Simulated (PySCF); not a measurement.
## Electronic structure of C5H10O3 in real space

Input file:

```
{"job": {"kind": "nmr", "xc": "PBE0", "basis": "pcSseg-1"}, "charge": 0, "multiplicity": 1}
C      2.465909     0.628640    -0.724017
O      1.129530     0.813249    -0.310917
C      0.798995     0.118683     0.855975
O      0.667888    -1.249268     0.627495
C     -0.653545    -1.434441     0.147737
C     -1.423230    -0.189673     0.651356
C     -2.065023     0.606126    -0.477105
O     -0.414151     0.564103     1.324706
H      2.672994    -0.427161    -0.923225
H      3.160094     0.991366     0.042199
H      2.582203     1.210990    -1.635027
H      1.576146     0.268830     1.623883
H     -1.027237    -2.371725     0.561023
H     -0.657630    -1.479280    -0.947097
H     -2.169012    -0.449958     1.409616
H     -1.295308     0.941819    -1.167367
H     -2.569551     1.477223    -0.068472
H     -2.787832    -0.013203    -1.002419
```

Run with:

```sh
OMP_NUM_THREADS=1 python probes_run.py task.json out
```

Geometry: GFN2-xTB.

Theory: PBE0/pcSseg-1, SCF density, gas phase, non-relativistic in PySCF.

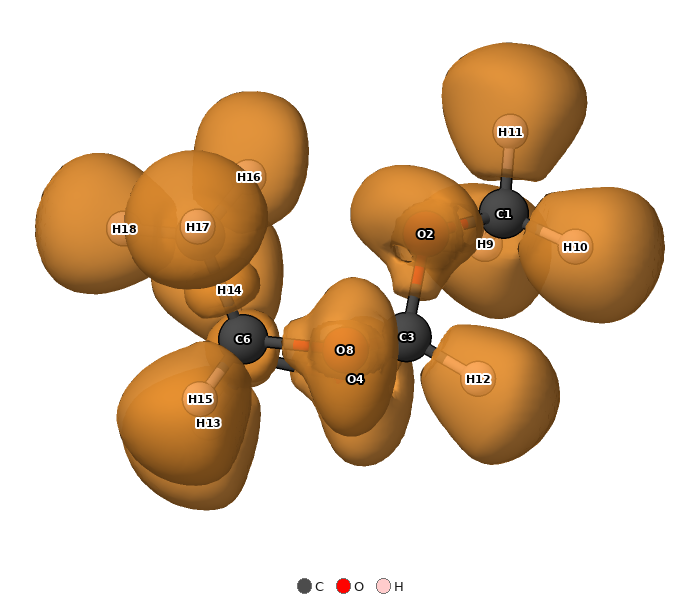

Figure 1. Isosurface of the ELF at 0.75 (orange), seen at a tilt. Only the valence region is drawn (cores and ρ < 0.01 e/Å³ removed).

What do the ELF domains correspond to?

Answer. The surface consists of two regions between bonded C–C atoms (shared pairs), ten regions around hydrogen nuclei and three regions on O in which the atom's valence shell and bonds are merged. Along the contacts the grid gives the following. C–O (1.37 Å): the ELF peaks at about 0.90 between the atoms; a shared but strongly polarised pair. C–C (1.52 Å): the ELF peaks at about 0.95 between the atoms (a shared electron pair).

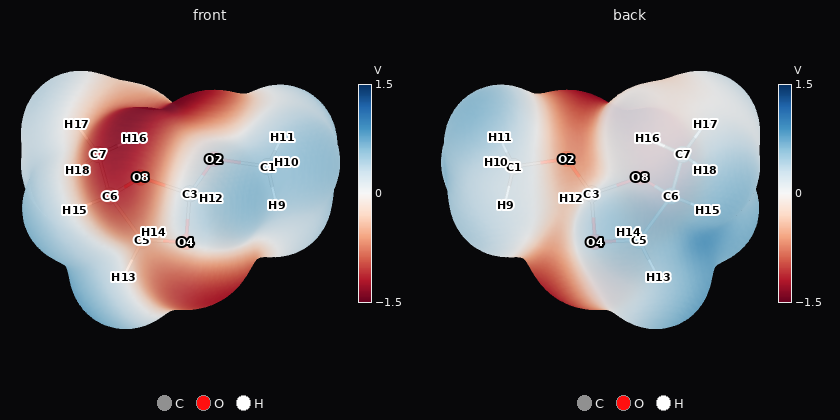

Figure 2. The electrostatic potential painted on the density surface at 0.001 e/bohr³, seen from the front and from behind; red is negative and blue positive.

Describe the electrostatic potential map.

Answer. The most negative region (about −1.4 V) lies over O2 and O8, the most positive (about +0.8 V) over C5 and C6.

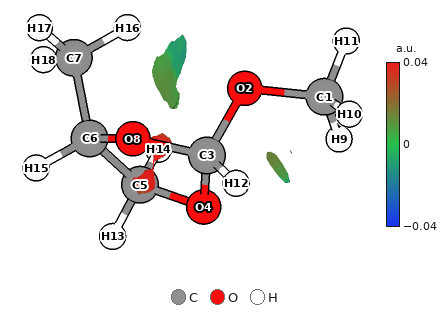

Figure 3. Non-covalent interaction (NCI) plot: the surface where the reduced density gradient is 0.6, for densities under 0.05 a.u., coloured by sign(λ₂)ρ; seen at a tilt.

Which non-covalent interactions does the plot reveal?

Answer.
- Between H16 and C7 on one side and O2 and C3 on the other: a weak contact, attractive (blue-green) on one side and crowded (olive to red) on the other
- Near H9, O4 and C1: mostly steric crowding (olive to red)
- Inside the ring or cage of C3, O4, C5, C6 and O8: steric crowding (red)
